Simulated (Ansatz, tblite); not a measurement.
**InH2(SiH3) (InSiH5): which spin state is lowest**

Is the singlet the ground state of InH2(SiH3) (InSiH5)? Other spin states are computed and compared level by level.

Program: Ansatz 0.2.0, Gaussian basis. Level of theory: as each input shows. These are calculated values, not measurements.

The runs, in order: triplet, at the geometry of the singlet (GFN1-xTB, GFN2-xTB, PBE0-D4/def2-TZVP, PBE-D4/def2-TZVP, r2SCAN-D4/def2-TZVP); the singlet's energies come from earlier runs.

3 further runs of the same task are left out: 3 set aside as unsound or not needed. Runs told in other sessions of the task aren't counted.

### Step 1. The structure

The singlet was relaxed beforehand with PBE-D4/def2-TZVP.

7 atoms, charge 0, spin multiplicity 1.

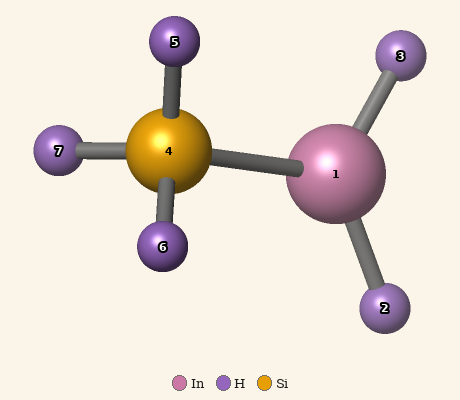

The structure; indium pink, hydrogen purple, silicon amber; atoms are numbered from 1 in the order of the file.

In takes a core potential in the def2 sets. No spin-orbit coupling is included.

### Step 2. Triplet at the fixed geometry, GFN1-xTB

Tight binding, by tblite at 300 K electronic temperature and without a spin-polarisation term:

```python
tblite.interface.Calculator('GFN1-xTB', numbers, positions, charge=0, uhf=2).singlepoint()
```

Energy -160.0119 eV; 0.002 s.

### Step 3. Triplet at the fixed geometry, GFN2-xTB

Tight binding, by tblite at 300 K electronic temperature and without a spin-polarisation term:

```python
tblite.interface.Calculator('GFN2-xTB', numbers, positions, charge=0, uhf=2).singlepoint()
```

Energy -144.6202 eV; 0.002 s.

### Step 4. Triplet at the fixed geometry, PBE0-D4/def2-TZVP

in.yaml reads:

```yaml
crystal:
  periodic: [false, false, false]
  atoms:
    - {symbol: In, position_ang: [0.723379, 1.262288, 0.012553]}
    - {symbol: H, position_ang: [2.465258, 1.296770, 0.035257]}
    - {symbol: H, position_ang: [-0.124073, 2.783556, -0.045025]}
    - {symbol: Si, position_ang: [-0.563600, -0.980791, 0.019266]}
    - {symbol: H, position_ang: [-1.917869, -0.863805, 0.648448]}
    - {symbol: H, position_ang: [0.183977, -2.068145, 0.728108]}
    - {symbol: H, position_ang: [-0.767062, -1.429883, -1.398615]}
basis:
  gaussian: {orbitals: def2-TZVP}
magnetization: {spin_polarized: true, initial_magnetization: 2}
hamiltonian: {xc: pbe0, dispersion: d4}
scf: {omitted_lower_state_checks: [starts]}
output: {orbitals: {seedname: orbitals}}
```

On the command line:

```sh
$ ansatz run in.yaml --threads 4 --pin off --events-out ev --progress --plain --max-ram 3916MiB
```

Log:

```text
Functional definition: PBE0
  name "PBE0"
  cite "Adamo & Barone, J. Chem. Phys. 110, 6158 (1999) doi:10.1063/1.478522"
  cite "Perdew, Burke & Ernzerhof, Phys. Rev. Lett. 77, 3865 (1996) doi:10.1103/PhysRevLett.77.3865"
  parent pbe
  parameter a = 0.25
  parameter kappa = 0.804
  parameter beta = 0.06672455060314922
  exchange = (1 - a)*pbe_x(kappa = kappa, mu = beta*pi^2/3) + a*exact_x
  correlation = pbe_c(beta = beta)
these checks for a lower state are left out or cut short: starts
969 factors; their error is unknown
mean field evaluation 1: about -13124.7376 eV, gradient 1.0e1 eV
mean field evaluation 2: about -13125.0185 eV, gradient 8.5e0 eV
mean field evaluation 4: about -13125.3258 eV, gradient 5.2e-1 eV
mean field evaluation 8: about -13125.4093 eV, gradient 1.6e-1 eV
mean field evaluation 16: about -13125.4094 eV, gradient 6.5e-5 eV
mean field -13125.40936928 eV, -482.3498975990 hartree, gradient 2.6e-5 eV, S^2 2.003714; 0 other end points of the search recorded, 0 dependent functions left out
reference -13125.40941948 eV, -482.3498994438 hartree; 21, 19 occupied and 96, 98 virtual orbitals, 969 factors
Total energy: -13125.50450719 eV, -482.3533938528 hartree
Checks for a lower state left out: starts
```

It took 1.2 s on 4 threads of Arm Neoverse V2, shared host.

Report: HOMO -4.08 eV, LUMO -5.76 eV (over both spins; with the spin held, an empty level of the minority spin lies below the top filled one); ⟨S²⟩ 2.004 (pure: 2.00).

### Step 5. Triplet at the fixed geometry, PBE-D4/def2-TZVP

start.molden holds the orbitals of an earlier run on this state, given as this run's starting guess.

in.yaml, as its differences from that of step 4:

```diff
@@ -11,5 +11,5 @@
 basis:
-  gaussian: {orbitals: def2-TZVP}
+  gaussian: {orbitals: def2-TZVP, initial_orbitals: start.molden}
 magnetization: {spin_polarized: true, initial_magnetization: 2}
-hamiltonian: {xc: pbe0, dispersion: d4}
+hamiltonian: {xc: pbe, dispersion: d4}
 scf: {omitted_lower_state_checks: [starts]}
```

The command is unchanged.

Log:

```text
Functional definition: PBE
  name "PBE"
  cite "Perdew, Burke & Ernzerhof, Phys. Rev. Lett. 77, 3865 (1996) doi:10.1103/PhysRevLett.77.3865"
  parent pbe
  parameter kappa = 0.804
  parameter beta = 0.06672455060314922
  exchange = pbe_x(kappa = kappa, mu = beta*pi^2/3)
  correlation = pbe_c(beta = beta)
these checks for a lower state are left out or cut short: starts
860 factors; their error is unknown
mean field evaluation 1: about -13124.5382 eV, gradient 5.3e0 eV
mean field evaluation 2: about -13124.6195 eV, gradient 1.1e-1 eV
mean field evaluation 4: about -13124.6128 eV, gradient 1.3e-3 eV
mean field evaluation 8: about -13124.6128 eV, gradient 1.6e-5 eV
mean field -13124.61277051 eV, -482.3206231341 hartree, gradient 1.7e-5 eV, S^2 2.002774; 0 other end points of the search recorded, 0 dependent functions left out
reference -13124.61283730 eV, -482.3206255887 hartree; 21, 19 occupied and 96, 98 virtual orbitals, 860 factors
Total energy: -13124.72439438 eV, -482.3247252358 hartree
Checks for a lower state left out: starts
```

It took 1.2 s on 4 threads of Arm Neoverse V2, shared host.

Report: HOMO -3.32 eV, LUMO -6.49 eV (over both spins; with the spin held, an empty level of the minority spin lies below the top filled one); ⟨S²⟩ 2.003 (pure: 2.00).

### Step 6. Triplet at the fixed geometry, r2SCAN-D4/def2-TZVP

in.yaml, as its differences from that of step 5:

```diff
@@ -13,3 +13,3 @@
 magnetization: {spin_polarized: true, initial_magnetization: 2}
-hamiltonian: {xc: pbe, dispersion: d4}
+hamiltonian: {xc: r2scan, dispersion: d4}
 scf: {omitted_lower_state_checks: [starts]}
```

Same command.

Log:

```text
Functional definition: r2SCAN
  name "r2SCAN"
  cite "Furness, Kaplan, Ning, Perdew & Sun, J. Phys. Chem. Lett. 11, 8208 (2020) doi:10.1021/acs.jpclett.0c02405"
  cite "Furness, Kaplan, Ning, Perdew & Sun, J. Phys. Chem. Lett. 11, 9248 (2020) doi:10.1021/acs.jpclett.0c03077"
  parent r2scan
  parameter k0 = 0.174
  parameter k1 = 0.065
  parameter a1 = 4.9479
  exchange = r2scan_x(k0 = k0, k1 = k1, a1 = a1)
  correlation = r2scan_c
these checks for a lower state are left out or cut short: starts
860 factors; their error is unknown
mean field evaluation 1: about -13130.1085 eV, gradient 3.8e0 eV
mean field evaluation 2: about -13130.1405 eV, gradient 4.8e-2 eV
mean field evaluation 4: about -13130.1332 eV, gradient 1.1e-4 eV
mean field -13130.13321056 eV, -482.5234955640 hartree, gradient 1.9e-5 eV, S^2 2.006219; 0 other end points of the search recorded, 0 dependent functions left out
reference -13130.13323979 eV, -482.5234966382 hartree; 21, 19 occupied and 96, 98 virtual orbitals, 860 factors
Total energy: -13130.15861882 eV, -482.5244293003 hartree
Checks for a lower state left out: starts
```

Run time: 2.2 s. Hardware: 4 threads of Arm Neoverse V2, shared host.

HOMO -3.59 eV, LUMO -6.29 eV (over both spins; with the spin held, an empty level of the minority spin lies below the top filled one); ⟨S²⟩ 2.006 (pure: 2.00).

### Step 7. Triplet less singlet, vertical

The singlet's energies are those of its earlier runs, whose logs aren't repeated here.

```
              level  triplet less singlet, vertical (kJ/mol)     time
           GFN1-xTB                                   +435.9  0.005 s
           GFN2-xTB                                   +362.8  0.004 s
   PBE-D4/def2-TZVP                                   +321.0    1.8 s
r2SCAN-D4/def2-TZVP                                   +317.4    3.3 s
  PBE0-D4/def2-TZVP                                   +334.6    2.1 s
```

Times add the two runs; a level without a time comes out of a correlated run. Tight binding without a spin term can't rank spin states.

### Step 8. What came out

| quantity | value |
| --- | --- |
| triplet less singlet, vertical, functionals in def2-TZVP | +317.4 (r2SCAN-D4) to +334.6 kJ/mol (PBE0-D4) |

**Reading.** All functionals put the triplet above the singlet, over a spread of 17.2 kJ/mol. The checks for a lower triplet were left out, so another state of that spin may lie lower. These are electronic energies, without zero-point motion, entropy or surroundings.
